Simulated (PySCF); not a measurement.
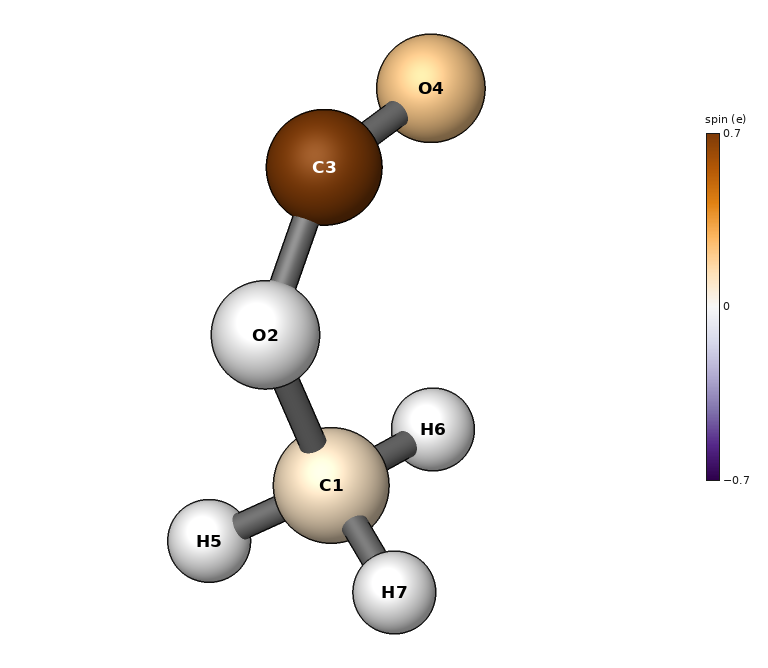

Atoms are coloured by their Mulliken spin populations. The species is neutral and a spin doublet. Computed geometry: GFN2-xTB optimisation. No frequency run is at hand to confirm it as a minimum. Method: UKS B3LYP, pcH-1 on C H O, non-relativistic (PySCF 2.14.0).

Give the Mulliken spin populations atom by atom.

| atom | value (e) |
| --- | --- |
| C1 | 0.11 |
| O2 | 0.00 |
| C3 | 0.70 |
| O4 | 0.21 |
| H5 | 0.00 |
| H6 | 0.00 |
| H7 | 0.00 |

Mulliken values depend strongly on the basis set.
